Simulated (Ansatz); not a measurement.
# SnH(OtBu)3 (C₁₂H₂₈O₃Sn): inputs that go wrong

2 inputs were typed for SnH(OtBu)3 (C₁₂H₂₈O₃Sn). Each is run as it stands; the log then has to tell whether the result can be used.

Program: Ansatz 0.2.0, Gaussian basis. Level of theory: the settings change from run to run. These are calculated values, not measurements.

### 1 The relaxed structure

The structure was relaxed beforehand with PBE-D4/def2-SVP. Sn takes a core potential in def2 sets; no spin-orbit term is included.

44 atoms, charge 0, spin multiplicity 1.

Atoms are counted from 1 here; the program's logs count them from 0.

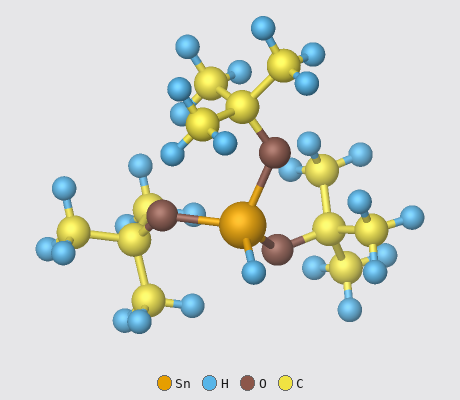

The geometry (tin amber, hydrogen blue, oxygen brown, carbon yellow).

### 2 Try 1

Input file in.yaml:

```yaml
crystal:
  periodic: [false, false, false]
  atoms:
    - {symbol: Sn, position_ang: [-0.052830, -0.030940, 1.264335]}
    - {symbol: H, position_ang: [-0.102329, -0.067899, 2.994221]}
    - {symbol: O, position_ang: [1.848919, -0.179477, 0.606508]}
    - {symbol: C, position_ang: [2.620867, 0.962511, 0.176004]}
    - {symbol: C, position_ang: [2.512993, 2.100252, 1.203758]}
    - {symbol: C, position_ang: [4.063018, 0.445558, 0.089106]}
    - {symbol: C, position_ang: [2.122150, 1.434332, -1.198835]}
    - {symbol: H, position_ang: [3.160924, 2.957469, 0.928603]}
    - {symbol: H, position_ang: [1.470126, 2.482304, 1.253281]}
    - {symbol: H, position_ang: [2.821554, 1.746036, 2.208537]}
    - {symbol: H, position_ang: [4.401436, 0.084355, 1.080458]}
    - {symbol: H, position_ang: [4.752071, 1.244233, -0.252314]}
    - {symbol: H, position_ang: [4.122205, -0.399686, -0.624674]}
    - {symbol: H, position_ang: [1.071549, 1.779521, -1.120078]}
    - {symbol: H, position_ang: [2.170645, 0.604186, -1.931809]}
    - {symbol: H, position_ang: [2.735929, 2.274509, -1.583777]}
    - {symbol: O, position_ang: [-0.834509, 1.699740, 0.585319]}
    - {symbol: C, position_ang: [-2.141496, 1.791801, -0.022031]}
    - {symbol: C, position_ang: [-3.192773, 1.112251, 0.869705]}
    - {symbol: C, position_ang: [-2.412485, 3.298444, -0.128650]}
    - {symbol: C, position_ang: [-2.116038, 1.139029, -1.412888]}
    - {symbol: H, position_ang: [-4.215299, 1.239187, 0.458910]}
    - {symbol: H, position_ang: [-2.998592, 0.019820, 0.935403]}
    - {symbol: H, position_ang: [-3.175660, 1.548676, 1.889149]}
    - {symbol: H, position_ang: [-2.399005, 3.762377, 0.877449]}
    - {symbol: H, position_ang: [-3.398693, 3.492839, -0.596403]}
    - {symbol: H, position_ang: [-1.629111, 3.784314, -0.743253]}
    - {symbol: H, position_ang: [-1.894695, 0.056819, -1.317472]}
    - {symbol: H, position_ang: [-1.336332, 1.608246, -2.045854]}
    - {symbol: H, position_ang: [-3.092992, 1.248436, -1.926967]}
    - {symbol: O, position_ang: [-1.109041, -1.564873, 0.490643]}
    - {symbol: C, position_ang: [-0.489961, -2.758685, -0.036807]}
    - {symbol: C, position_ang: [0.541980, -3.310417, 0.959543]}
    - {symbol: C, position_ang: [-1.649501, -3.746946, -0.219511]}
    - {symbol: C, position_ang: [0.180540, -2.443236, -1.383002]}
    - {symbol: H, position_ang: [0.972032, -4.270220, 0.607186]}
    - {symbol: H, position_ang: [1.386750, -2.597794, 1.079054]}
    - {symbol: H, position_ang: [0.070190, -3.488186, 1.947453]}
    - {symbol: H, position_ang: [-2.141467, -3.944995, 0.753333]}
    - {symbol: H, position_ang: [-1.290117, -4.708543, -0.638281]}
    - {symbol: H, position_ang: [-2.406157, -3.323242, -0.908971]}
    - {symbol: H, position_ang: [0.995295, -1.705941, -1.234792]}
    - {symbol: H, position_ang: [-0.558732, -2.020469, -2.092593]}
    - {symbol: H, position_ang: [0.616642, -3.355719, -1.838986]}
basis:
  gaussian: {orbitals: def2-SVP, fitting: {mean_field: cc-pVTZ-jkfit}}
hamiltonian: {xc: {name: HF}}
correlation: {method: mp2, frozen_orbitals: {Sn: 9}}
scf: {omitted_lower_state_checks: [starts]}
```

Started as:

```console
ansatz run in.yaml --threads 2 --pin off --events-out ev --progress --plain --max-ram 22528MiB --backend cuda --devices 0, --max-vram 18GiB
```

The log of the run:

```text
Functional definition: HF
  name "HF"
  cite "Fock, Z. Phys. 61, 126 (1930) doi:10.1007/BF01340294"
  parent pbe
  exchange = exact_x
  correlation = 0
these checks for a lower state are left out or cut short: starts
Error: "frozen_orbitals" has no count for H
```

It took 0.86 s on 1 × H100 (card shared with other runs) with 2 threads of AMD EPYC 7R13, shared host.

**Diagnosis.** The program refused the input. Frozen orbitals are typed for one element alone, and the program wants a count for each. Cure: leave frozen_orbitals out, or give every element a count that its core really has.

### 3 Try 2

Input file in.yaml:

```yaml
crystal:
  periodic: [false, false, false]
  atoms:
    - {symbol: Sn, position_ang: [0.052029, 0.242168, 1.042683]}
    - {symbol: H, position_ang: [-0.242474, 0.119962, 2.983775]}
    - {symbol: O, position_ang: [1.710523, -0.180204, 0.371105]}
    - {symbol: C, position_ang: [2.998801, 0.884460, 0.262877]}
    - {symbol: C, position_ang: [2.393908, 2.273246, 1.226190]}
    - {symbol: C, position_ang: [3.935653, 0.557756, 0.070459]}
    - {symbol: C, position_ang: [2.003501, 1.516799, -1.015867]}
    - {symbol: H, position_ang: [3.037772, 3.033751, 0.879140]}
    - {symbol: H, position_ang: [1.437446, 2.377729, 1.312383]}
    - {symbol: H, position_ang: [2.781434, 1.878479, 2.370664]}
    - {symbol: H, position_ang: [4.769274, 0.037778, 1.166329]}
    - {symbol: H, position_ang: [4.707701, 1.018058, -0.074877]}
    - {symbol: H, position_ang: [4.022833, -0.353739, -0.741376]}
    - {symbol: H, position_ang: [1.265845, 2.036185, -1.175834]}
    - {symbol: H, position_ang: [2.068504, 0.606893, -1.923199]}
    - {symbol: H, position_ang: [2.953388, 2.439159, -1.675833]}
    - {symbol: O, position_ang: [-0.731978, 1.841105, 0.605915]}
    - {symbol: C, position_ang: [-1.992787, 1.943025, 0.058340]}
    - {symbol: C, position_ang: [-3.327535, 1.209927, 0.636715]}
    - {symbol: C, position_ang: [-2.379775, 3.267390, -0.193812]}
    - {symbol: C, position_ang: [-2.191668, 1.268832, -1.348963]}
    - {symbol: H, position_ang: [-4.201844, 1.430332, 0.421034]}
    - {symbol: H, position_ang: [-3.232533, 0.050364, 0.966120]}
    - {symbol: H, position_ang: [-3.282120, 1.497778, 1.983819]}
    - {symbol: H, position_ang: [-2.349634, 4.040920, 0.930334]}
    - {symbol: H, position_ang: [-3.232505, 3.299384, -0.356224]}
    - {symbol: H, position_ang: [-1.363721, 3.718566, -0.675798]}
    - {symbol: H, position_ang: [-1.895212, 0.190905, -1.148285]}
    - {symbol: H, position_ang: [-1.553116, 1.384106, -1.959569]}
    - {symbol: H, position_ang: [-3.073622, 1.275493, -1.824501]}
    - {symbol: O, position_ang: [-0.979335, -1.637754, 0.430481]}
    - {symbol: C, position_ang: [-0.449557, -2.955618, -0.263363]}
    - {symbol: C, position_ang: [0.403097, -3.504536, 0.962585]}
    - {symbol: C, position_ang: [-1.972762, -3.682551, -0.306415]}
    - {symbol: C, position_ang: [0.107593, -2.515381, -1.392661]}
    - {symbol: H, position_ang: [0.887771, -4.144672, 0.619958]}
    - {symbol: H, position_ang: [1.497826, -2.672104, 1.194761]}
    - {symbol: H, position_ang: [-0.092877, -3.714455, 2.061901]}
    - {symbol: H, position_ang: [-2.187356, -3.898484, 0.700322]}
    - {symbol: H, position_ang: [-1.200489, -4.590535, -0.962918]}
    - {symbol: H, position_ang: [-2.430824, -3.235218, -0.679879]}
    - {symbol: H, position_ang: [1.182607, -1.864562, -1.201985]}
    - {symbol: H, position_ang: [-0.512011, -1.718094, -2.266787]}
    - {symbol: H, position_ang: [0.244090, -3.411762, -1.775976]}
basis:
  gaussian: {orbitals: def2-SVP}
hamiltonian: {xc: {name: B3LYP-D3}}
output: {forces: true}
```

Launched as before.

The log of the run:

```text
Error: YAML parse error: error: line 50 column 19: hamiltonian.xc: no functional is named "B3LYP-D3"; the names, which are not case-sensitive, are SVWN5, SPW92, PBE, PBE0, PBEsol, revPBE, revPBE0, RPBE, rPW86-PBE, HSE06, wPBEh, LC-wPBE, HISS, HF, BLYP, B3LYP, B3LYP5, BHLYP, CAM-B3LYP, r2SCAN, r2SCANh, r2SCAN0, r2SCAN50, m-r2SCAN, B97, wB97, wB97X, wB97X-V, B97M-V, wB97M-V, B2PLYP, B2GP-PLYP, PBE0-DH, PBE-QIDH
  --> <input>:50:19
   |
48 | basis:
49 |   gaussian: {orbitals: def2-SVP}
50 | hamiltonian: {xc: {name: B3LYP-D3}}
   |                   ^ hamiltonian.xc: no functional is named "B3LYP-D3"; the names, which are not case-sensitive, are SVWN5, SPW92, PBE, PBE0, PBEsol, revPBE, revPBE0, RPBE, rPW86-PBE, HSE06, wPBEh, LC-wPBE, HISS, HF, BLYP, B3LYP, B3LYP5, BHLYP, CAM-B3LYP, r2SCAN, r2SCANh, r2SCAN0, r2SCAN50, m-r2SCAN, B97, wB97, wB97X, wB97X-V, B97M-V, wB97M-V, B2PLYP, B2GP-PLYP, PBE0-DH, PBE-QIDH
51 | output: {forces: true}
   |
```

Run time: 0.05 s. Hardware: 1 × H100 (card shared with other runs) with 2 threads of AMD EPYC 7R13, shared host.

What is wrong: The program refused the input. The method's name isn't one that the program takes here. Its coordinates are also moved off the relaxed structure. Cure: name a functional that the program knows.

### 4 Summary

```csv
try,level,ended,cause,time
1,MP2/def2-SVP,refused,"frozen orbitals are typed for one element alone, and the program wants a count for each",0.86 s
2,B3LYP-D3/def2-SVP,refused,the method's name isn't one that the program takes here,0.05 s
```

In words: 2 refused. A refusal costs next to no computing time.
